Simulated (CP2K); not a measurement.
# C2H10SiSn (SMILES C[SiH2][CH2][SnH3]): levels of theory compared

Aim: a comparison of 3 runs (AM1, PM6, GFN1-xTB) of C2H10SiSn. 

The results are computed with CP2K 2026.2.

3 further runs of the same task are left out: 1 that didn't finish, 2 set aside as unsound or not needed.

**1. The structure to begin with**

The species is C2H10SiSn (14 atoms), meant as a singlet with charge 0. As SMILES, `C[SiH2][CH2][SnH3]`. Geometry: a rough force-field guess. This is one conformer, not always the lowest.

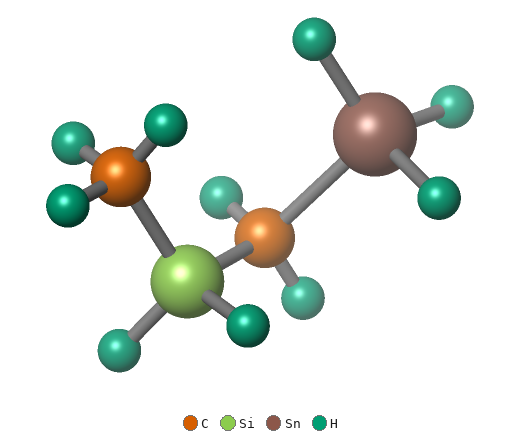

Viewed from a chosen angle; carbon orange, silicon green, tin brown, hydrogen teal.

**2. The energy at AM1 (run 1)**

Input file calc.inp:

```
&GLOBAL
  PROJECT calc
  RUN_TYPE ENERGY
  PRINT_LEVEL LOW
&END GLOBAL

&FORCE_EVAL
  METHOD QUICKSTEP
  &DFT
    CHARGE 0
    MULTIPLICITY 1
    # Quickstep
    &QS
      METHOD AM1
      EPS_DEFAULT 1.0E-10
      &SE
        &COULOMB
          CUTOFF [angstrom] 50
          RC_RANGE [angstrom] 0
        &END COULOMB
        &EXCHANGE
          CUTOFF [angstrom] 50
          RC_RANGE [angstrom] 0
        &END EXCHANGE
      &END SE
    &END QS
    # cluster boundary conditions
    &POISSON
      PERIODIC NONE
      POISSON_SOLVER ANALYTIC
    &END POISSON
    &SCF
      SCF_GUESS MOPAC
      EPS_SCF 1.0E-07
      MAX_SCF 25
      &OT ON
        MINIMIZER DIIS
        PRECONDITIONER FULL_ALL
        STEPSIZE 0.02
      &END OT
      &OUTER_SCF
        EPS_SCF 1.0E-07
        MAX_SCF 3
      &END OUTER_SCF
    &END SCF
    # extra output
    &PRINT
      &MOMENTS
        PERIODIC F
        REFERENCE COM
        MAX_MOMENT 1
      &END MOMENTS
      &MO_CUBES
        NLUMO 5
        NHOMO -1
        WRITE_CUBE F
      &END MO_CUBES
      &HIRSHFELD OFF
      &END HIRSHFELD
    &END PRINT
  &END DFT
  # structure
  &SUBSYS
    # vacuum box
    &CELL
      ABC [angstrom] 13 13.5 11.7
      PERIODIC NONE
    &END CELL
    &COORD
      SCALED T
      C    0.48107692   0.64151481   0.51266667
      Si   0.40276154   0.52649259   0.50273504
      C    0.47650000   0.43119630   0.42295726
      Sn   0.61960000   0.39407037   0.51983761
      H    0.49765385   0.66950741   0.42272650
      H    0.54871538   0.63389259   0.56152991
      H    0.43183846   0.70227037   0.55474359
      H    0.30933077   0.54627037   0.44058120
      H    0.38010000   0.49214444   0.62223932
      H    0.43131538   0.36392222   0.41447863
      H    0.50104615   0.46052222   0.34111966
      H    0.57885385   0.35621852   0.65888034
      H    0.69066923   0.49882593   0.52841026
      H    0.67712308   0.29772963   0.45264957
    &END COORD
  &END SUBSYS
&END FORCE_EVAL
```

On the command line:

```console
$ OMP_NUM_THREADS=1 cp2k.psmp calc.inp > calc.out
```

Log:

```text
CP2K| version string:                                       CP2K version 2026.2
[...]
 GLOBAL| Method name                                                        CP2K
[...]
 GLOBAL| Run type                                                         ENERGY
[...]
                             - Atoms:                                         14
[...]
                             - Spherical basis functions:                     26
[...]
 Number of electrons:                                                         26
[...]
     1 OT DIIS     0.20E-01    0.0     0.26879012       -15.9733447450 -1.60E+01
[...]
    13 OT DIIS     0.20E-01    0.0     0.00000008       -20.5609758987 -1.19E-11
  *** SCF run converged in    13 steps ***
  Core-core repulsion energy [eV]:                           1514.63538631839310
  Core Hamiltonian energy [eV]:                              -813.21786595061849
  Two-electron integral energy [eV]:                        -2521.82025602638259
  Electronic energy [eV]:                                   -2074.12799396380979
  Total energy [eV]:                                         -559.49260764541657
  Atomic reference energy [eV]:                               560.53202313753513
  Heat of formation [kcal/mol]:                                23.96949257231588
[...]
 SE_DIPOLE| Moment [Debye]         -0.31414174      -0.03040381       0.21225189
 SE_DIPOLE| Derivative [a.u.]       0.00000000       0.00000000       0.00000000
 *** WARNING in qs_scf_post_se.F:140 :: Printing of MO cube files not ***
 *** implemented for Semi-Empirical method.                           ***
 ENERGY| Total FORCE_EVAL ( QS ) energy [hartree]            -20.560975898717945
[...]
```

Wall time 0.6 s (1 thread of Arm Neoverse V1, shared host).

**3. The energy at PM6 (run 2)**

Input file qs.inp:

```
&GLOBAL
 PROJECT qs
 RUN_TYPE ENERGY
 PRINT_LEVEL MEDIUM
&END

&FORCE_EVAL
 METHOD QS
 &DFT
  CHARGE 0
  MULTIPLICITY 1
  &QS
   METHOD PM6
   EPS_DEFAULT 1.0E-10
   &SE
    &COULOMB
     CUTOFF [angstrom] 50
     RC_RANGE [angstrom] 0
    &END
    &EXCHANGE
     CUTOFF [angstrom] 50
     RC_RANGE [angstrom] 0
    &END
   &END
  &END
  &POISSON
   PERIODIC NONE
   POISSON_SOLVER ANALYTIC
  &END
  &SCF
   SCF_GUESS ATOMIC
   EPS_SCF 1.0E-07
   MAX_SCF 40
   &OT ON
    MINIMIZER DIIS
    PRECONDITIONER FULL_ALL
   &END
   &OUTER_SCF
    EPS_SCF 1.0E-07
    MAX_SCF 5
   &END
  &END
  &PRINT
   &MOMENTS
    PERIODIC F
    REFERENCE COM
    MAX_MOMENT 1
   &END
   &MO_CUBES
    NLUMO 1
    NHOMO -1
    WRITE_CUBE F
   &END
   &HIRSHFELD OFF
   &END
  &END
 &END
 &SUBSYS
  &CELL
   ABC [angstrom] 17 17.5 15.7
   PERIODIC NONE
  &END
  &COORD
   C     -0.271600     1.894300     0.187400
   Si    -1.289700     0.341500     0.071200
   C     -0.331100    -0.945000    -0.862200
   Sn     1.529200    -1.446200     0.271300
   H     -0.056100     2.272200    -0.864900
   H      0.607700     1.791400     0.759100
   H     -0.911700     2.714500     0.679700
   H     -2.504300     0.608500    -0.656000
   H     -1.584300    -0.122200     1.469400
   H     -0.918500    -1.853200    -0.961400
   H     -0.012000    -0.549100    -1.819700
   H      0.999500    -1.957200     1.898100
   H      2.453100    -0.032000     0.371600
   H      2.277000    -2.746800    -0.514800
  &END
  &TOPOLOGY
   &CENTER_COORDINATES
   &END
  &END
 &END
&END
```

On the command line:

```console
$ OMP_NUM_THREADS=1 cp2k.psmp qs.inp > qs.out
```

Log:

```text
CP2K| version string:                                       CP2K version 2026.2
[...]
 GLOBAL| Method name                                                        CP2K
[...]
 GLOBAL| Run type                                                         ENERGY
[...]
                             - Atoms:                                         14
[...]
                             - Spherical basis functions:                     31
[...]
 Number of electrons:                                                         26
[...]
     1 OT DIIS     0.15E+00    0.0     0.30454106       -14.1042984529 -1.41E+01
[...]
     8 OT DIIS     0.15E+00    0.0     0.00000008       -19.3771500705 -1.10E-11
  *** SCF run converged in     8 steps ***
  Core-core repulsion energy [eV]:                           1481.09029246609703
  Core Hamiltonian energy [eV]:                              -810.40244842745426
  Two-electron integral energy [eV]:                        -2395.93382530556482
  Electronic energy [eV]:                                   -2008.36936108023679
  Total energy [eV]:                                         -527.27906861413976
  Atomic reference energy [eV]:                               527.88609013753501
  Heat of formation [kcal/mol]:                                13.99824998432740
[...]
 SE_DIPOLE| Moment [Debye]         -1.30423707       0.15879390      -0.07450706
 SE_DIPOLE| Derivative [a.u.]       0.00000000       0.00000000       0.00000000
 *** WARNING in qs_scf_post_se.F:140 :: Printing of MO cube files not ***
 *** implemented for Semi-Empirical method.                           ***
 ENERGY| Total FORCE_EVAL ( QS ) energy [hartree]            -19.377150070487776
[...]
```

Run time: 0.71 s. Hardware: 1 thread of Arm Neoverse V1, shared host.

**4. Energy and forces at GFN1-xTB (run 3)**

Input file molecule.xyz:

```xyz
14

C     -0.271600     1.894300     0.187400
Si    -1.289700     0.341500     0.071200
C     -0.331100    -0.945000    -0.862200
Sn     1.529200    -1.446200     0.271300
H     -0.056100     2.272200    -0.864900
H      0.607700     1.791400     0.759100
H     -0.911700     2.714500     0.679700
H     -2.504300     0.608500    -0.656000
H     -1.584300    -0.122200     1.469400
H     -0.918500    -1.853200    -0.961400
H     -0.012000    -0.549100    -1.819700
H      0.999500    -1.957200     1.898100
H      2.453100    -0.032000     0.371600
H      2.277000    -2.746800    -0.514800
```

Input file qs.inp:

```
&GLOBAL
  PROJECT_NAME qs
  RUN_TYPE ENERGY_FORCE
  PRINT_LEVEL MEDIUM
&END GLOBAL

&FORCE_EVAL
  METHOD Quickstep
  &DFT
    CHARGE 0
    MULTIPLICITY 1
    # Quickstep
    &QS
      METHOD XTB
      EPS_DEFAULT 1.0E-10
      &XTB
        GFN_TYPE 1
        CHECK_ATOMIC_CHARGES F
      &END XTB
    &END QS
    # cluster boundary conditions
    &POISSON
      PERIODIC NONE
      POISSON_SOLVER ANALYTIC
    &END POISSON
    # self-consistent field
    &SCF
      SCF_GUESS ATOMIC
      EPS_SCF 1.0E-07
      MAX_SCF 80
      ADDED_MOS 8
      &DIAGONALIZATION
        ALGORITHM STANDARD
      &END DIAGONALIZATION
      &MIXING
        METHOD BROYDEN_MIXING
        ALPHA 0.3
        NBUFFER 8
      &END MIXING
      &SMEAR ON
        METHOD FERMI_DIRAC
        ELECTRONIC_TEMPERATURE [K] 300
      &END SMEAR
    &END SCF
    &PRINT
      &MOMENTS
        PERIODIC F
        REFERENCE COM
        MAX_MOMENT 1
      &END MOMENTS
      &MO ON
        ENERGIES T
        OCCUPATION_NUMBERS T
        NDIGITS 6
        &EACH
          QS_SCF 0
        &END EACH
        ADD_LAST NUMERIC
      &END MO
      &HIRSHFELD OFF
      &END HIRSHFELD
    &END PRINT
  &END DFT
  # atoms, cell and kinds
  &SUBSYS
    &CELL
      ABC [angstrom] 13 13.5 11.7
      PERIODIC NONE
    &END CELL
    &TOPOLOGY
      COORD_FILE_NAME molecule.xyz
      COORD_FILE_FORMAT XYZ
      &CENTER_COORDINATES
      &END CENTER_COORDINATES
    &END TOPOLOGY
  &END SUBSYS
  &PRINT
    &FORCES ON
    &END FORCES
  &END PRINT
&END FORCE_EVAL
```

On the command line:

```console
$ OMP_NUM_THREADS=1 cp2k.psmp -i qs.inp > qs.out 2>&1
```

Log:

```text
CP2K| version string:                                       CP2K version 2026.2
[...]
 GLOBAL| Method name                                                        CP2K
[...]
 GLOBAL| Run type                                                   ENERGY_FORCE
[...]
                             - Atoms:                                         14
[...]
                             - Spherical basis functions:                     46
[...]
 Number of electrons:                                                         26
[...]
     1 NoMix/Diag. 0.30E+00    0.0     0.16580974       -13.9250192121 -1.39E+01
[...]
    63 Broy./Diag. 0.30E+00    0.0     0.00000003       -13.9339251074 -1.88E-08
  *** SCF run converged in    63 steps ***
[...]
  Fermi energy:                                                -0.23010851501797
[...]
 TB_DIPOLE| Moment [Debye]          1.43052757      -0.36865723      -0.21299449
 TB_DIPOLE| Derivative [a.u.]       0.00000000       0.00000000       0.00000000
[...]
 ENERGY| Total FORCE_EVAL ( QS ) energy [hartree]            -13.933925102759389
 FORCES| Atomic forces [hartree/bohr]
 FORCES|   Atom     x               y               z               |f|
 FORCES|      1 -3.82391180E-02  3.41036055E-02 -2.01822616E-02   5.50691360E-02
 FORCES|      2 -6.13804144E-03 -1.07578446E-02  1.97305083E-02   2.32959166E-02
 FORCES|      3  1.07031904E-02 -3.02993127E-03  1.37313068E-02   1.76716597E-02
 FORCES|      4 -2.45723881E-02 -2.16083117E-03  9.78840846E-03   2.65383570E-02
 FORCES|      5  2.45547749E-03 -3.77581245E-03  2.30190525E-02   2.34555517E-02
 FORCES|      6  2.39609575E-02  3.08592080E-03  9.73749237E-03   2.60474403E-02
 FORCES|      7  1.84095498E-02 -1.51475137E-02 -1.11677105E-02   2.63263452E-02
 FORCES|      8 -5.50317008E-03  1.21594929E-03  3.11097580E-04   5.64448361E-03
 FORCES|      9  1.15926919E-04  3.66374815E-03 -1.44807005E-02   1.49374421E-02
 FORCES|     10  3.97314710E-03 -4.79085246E-03 -7.05662090E-03   9.40925416E-03
 FORCES|     11  1.05585923E-03 -5.96518259E-03 -6.60830616E-03   8.96481747E-03
 FORCES|     12  1.09844287E-02  6.77874722E-03 -2.16807231E-02   2.52321787E-02
 FORCES|     13  1.08095943E-03 -8.25221977E-03  6.11213939E-04   8.34512953E-03
[...]
```

Wall time 0.46 s (1 thread of Arm Neoverse V1, shared host).

**5. Overview of the runs**

| run | level | iteration cap | starting guess | energy (Eh) | dipole moment (D) | heat of formation (kcal/mol) | wall time |
| --- | --- | --- | --- | --- | --- | --- | --- |
| 1 | AM1 | 25 | mopac | -20.560976 | 0.38 | 24.0 | 0.6 s |
| 2 | PM6 | 40 | atomic | -19.377150 | 1.32 | 14.0 | 0.71 s |
| 3 | GFN1-xTB | 80 | atomic | -13.933925 | 1.49 | – | 0.46 s |

**6. Summary of results**

```
                                        quantity          value
                             run 3: total energy   -13.93393 Eh
run 3: dipole moment (from atomic charges alone)         1.49 D
                              run 3: HOMO energy      -11.50 eV
                              run 3: LUMO energy       -5.37 eV
                            run 3: HOMO–LUMO gap        6.14 eV
                        run 3: dispersion energy  -13.84 kJ/mol
                 run 3: largest force on an atom     2.832 eV/Å
```

In words: The dipole moment (its size) runs from 0.38 D (AM1) to 1.49 D (GFN1-xTB). Some of these are taken from atomic charges alone. Force-field and semi-empirical energies have zeros of their own, so their totals don't compare. All runs together took 1.8 s, the longest 0.71 s.
